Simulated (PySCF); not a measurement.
# C3H8GaNO: electronic excitations

Wanted: the electronic excitations of C3H8GaNO (`[NH3+][GaH2-][C@@H]1C=CO1`), by calculation.

Computed with PySCF 2.14.0, with density-fitted response routines of our own, on a single molecule in the gas phase. Atoms are numbered from 0 throughout.

### Step 1. The molecule as given

14 atoms, charge 0, multiplicity 1; geometry from: GFN2-xTB.

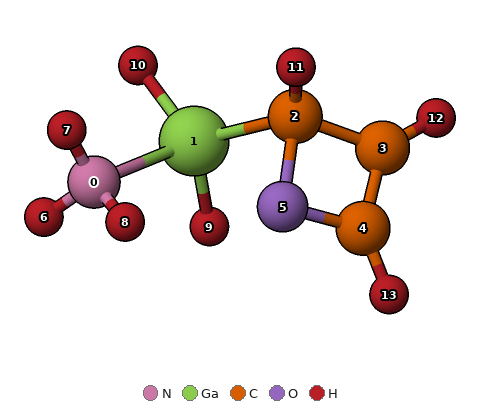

As it starts; nitrogen pink, gallium green, carbon orange, oxygen purple, hydrogen red, atoms numbered; sticks join atoms by distance.

### Step 2. TDDFT and polarisability: wB97X-D/def2-SVPD

What the job is given:

```
{"job": {"kind": "uv", "xc": "wB97X-D", "basis": "def2-SVPD", "nstates": 8, "ntriplets": 3}, "charge": 0, "multiplicity": 1}
N     -2.210611     0.015850     0.052151
Ga    -0.413303     0.830180    -0.825547
C      0.893309     0.483762     0.677599
C      2.221655    -0.000536     0.212823
C      1.720065    -1.237652     0.165158
O      0.463952    -0.935085     0.655167
H     -2.929887    -0.199445    -0.636802
H     -2.619868     0.633763     0.751966
H     -1.935813    -0.852409     0.511563
H     -0.178755    -0.118052    -2.018807
H     -1.004368     2.248687    -1.110877
H      0.840116     0.889551     1.690550
H      3.157345     0.472363    -0.008809
H      1.995484    -2.231449    -0.138301
```

Level: TDDFT wB97X-D/def2-SVPD, vertical, gas phase, core orbitals frozen in the response.

On the command line:

```console
$ OMP_NUM_THREADS=1 python probes_run.py task.json out
```

This one command runs all jobs of the session in turn.

The log of the run:

```text
coarse grid: 53032 points
cycle   1  E = -2173.3697621048  dE =  3.597e-01  |g| = 6.662e-01  |ddm| = 5.042e+00
cycle   2  E = -2173.3581727181  dE =  1.159e-02  |g| = 7.785e-01  |ddm| = 1.483e+00
cycle   3  E = -2173.4517230062  dE = -9.355e-02  |g| = 9.353e-02  |ddm| = 8.000e-01
cycle   4  E = -2173.4531596728  dE = -1.437e-03  |g| = 5.040e-02  |ddm| = 1.785e-01
cycle   5  E = -2173.4536330203  dE = -4.733e-04  |g| = 7.751e-03  |ddm| = 7.226e-02
cycle   6  E = -2173.4536479300  dE = -1.491e-05  |g| = 2.515e-03  |ddm| = 2.075e-02
cycle   7  E = -2173.4536496355  dE = -1.705e-06  |g| = 5.950e-04  |ddm| = 6.131e-03
final grid: 112096 points
cycle   8  E = -2173.4536553430  dE = -1.297e-06  |g| = 5.397e-04  |ddm| = 1.179e-02
cycle   9  E = -2173.4536553990  dE = -5.593e-08  |g| = 4.119e-04  |ddm| = 2.269e-03
cycle  10  E = -2173.4536554363  dE = -3.730e-08  |g| = 9.175e-05  |ddm| = 7.191e-04
cycle  11  E = -2173.4536554391  dE = -2.808e-09  |g| = 5.127e-05  |ddm| = 3.050e-04
cycle  12  E = -2173.4536554397  dE = -6.844e-10  |g| = 1.657e-05  |ddm| = 1.332e-04
converged SCF energy = -2173.4536554397

Static polarisability (au): isotropic 78.464, principal 68.544 76.462 90.387

Singlet excitations
state   eV       nm        f      main configurations
  1   5.9251    209.3   0.00725   H->L 0.52, H->L+1 0.26
  2   6.2705    197.7   0.01859   H-1->L 0.66, H-1->L+1 0.13
  3   6.4942    190.9   0.09593   H->L+1 0.44, H->L 0.23, H->L+3 0.22
  4   6.6280    187.1   0.05084   H->L+2 0.74
  5   6.8068    182.1   0.06515   H-2->L 0.33, H-1->L+1 0.25, H-1->L+2 0.16
  6   6.9303    178.9   0.01770   H-1->L+1 0.27, H->L+3 0.21, H-2->L 0.16
  7   6.9464    178.5   0.05459   H-2->L 0.22, H->L+3 0.20, H-1->L+3 0.10
  8   7.0930    174.8   0.08058   H-1->L+2 0.31, H->L+6 0.18, H-1->L+1 0.10

Triplet excitations (Tamm-Dancoff, eV): 4.2717 5.8098 6.0276
```

Wall time 87 s (1 thread of Arm Neoverse N1, shared host); peak memory 0.91 GiB.

Frontier orbitals and where they lie:

```csv
orbital,eV,atoms
HOMO−3,-11.16,"N0 29 %, Ga1 24 %, H10 13 %"
HOMO−2,-9.47,"Ga1 34 %, H9 30 %, C2 13 %"
HOMO−1,-8.73,"O5 26 %, Ga1 20 %, C2 18 %"
HOMO,-8.10,"C3 29 %, C4 28 %, O5 14 %"
LUMO,1.39,"Ga1 40 %, H6 13 %, H7 13 %"
LUMO+1,2.21,"Ga1 50 %, H10 7 %, C3 6 %"
LUMO+2,2.59,"Ga1 31 %, C3 16 %, C4 12 %"
```

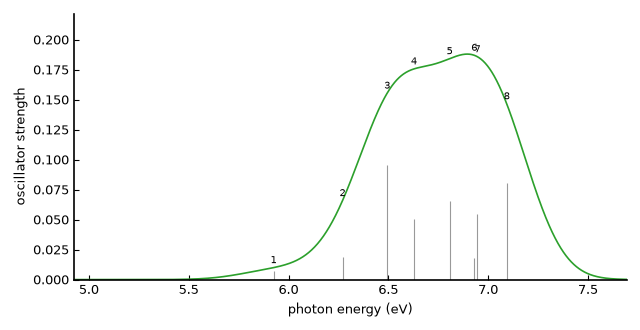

Absorption spectrum from the 8 singlet states computed; above the last one it falls off for lack of states. Lines are broadened to a width of 0.40 eV (Gaussian).

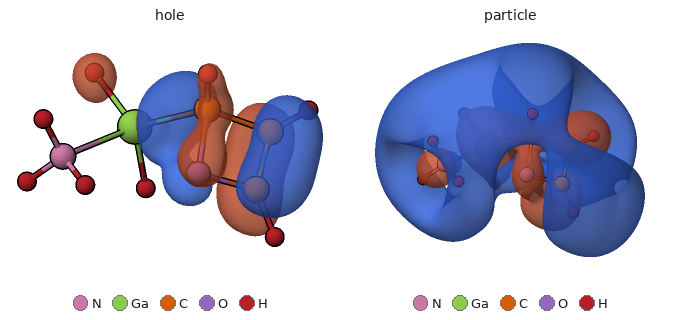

Leading natural transition orbitals of singlet state 3: the electron leaves the hole (left) for the particle orbital (right).

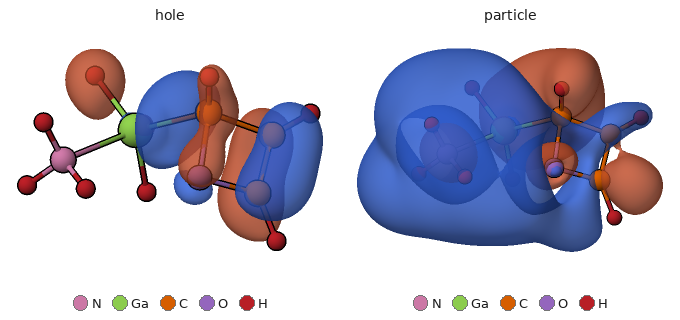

Leading natural transition orbitals of singlet state 1: the electron leaves the hole (left) for the particle orbital (right).

Further results of this job:

```csv
property,computed
dipole moment (D),3.81
polarisability (Å³),11.63
HOMO–LUMO gap (eV),9.49
−ε(HOMO) (eV),8.10
```

The fields below are evaluated on a grid from the run's orbitals.

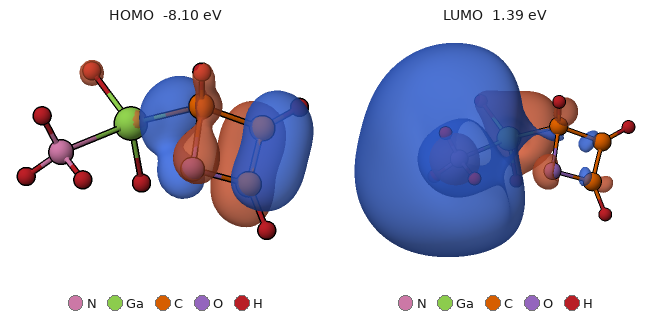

wB97X-D/def2-SVPD orbitals near the gap, drawn at the value that encloses 70 % of each; the two colours are the two signs.

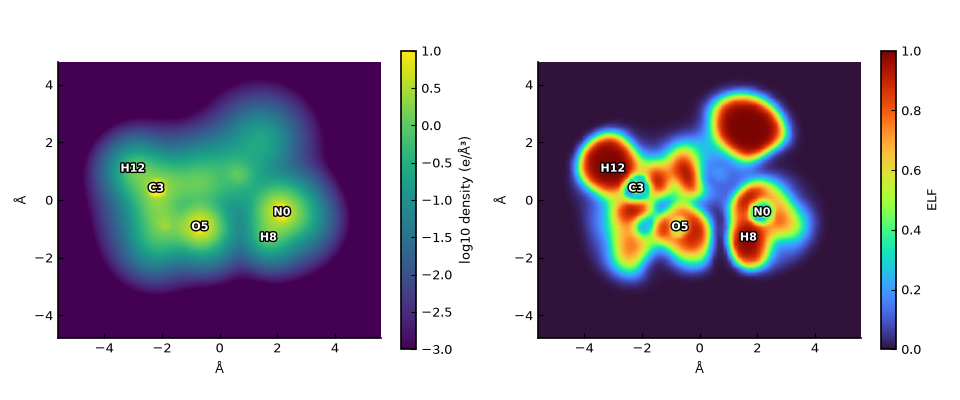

Density (left) and ELF (right) in a plane through or near 5 of the atoms.

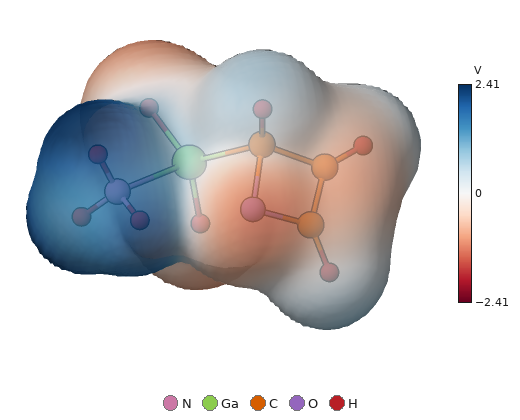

Electrostatic potential on the surface of density 0.002 e/bohr³; red is low, blue high. It runs, from the 1st to the 99th percentile, from -1.15 to 2.41 V.

### Step 3. Summary of results

| quantity | value |
| --- | --- |
| lowest singlet (wB97X-D/def2-SVPD) | 5.93 eV (209 nm), f = 0.007 |
| brightest single state of those computed | state 3, 6.49 eV, f = 0.096 |
| lowest triplet | 4.27 eV |
| surface potential, 1st and 99th percentile | -1.15 V and 2.41 V |

What this shows: The lowest singlet, at 5.93 eV, is HOMO→LUMO 0.52, HOMO→LUMO+1 0.26 and is weak; of the 8 states computed, the strongest absorption comes from state 3 at 6.49 eV (the last state computed is bright too, and its partners may lie past the list). The lowest triplet lies 1.65 eV below the lowest singlet (triplets in Tamm-Dancoff, singlets in full TDDFT).
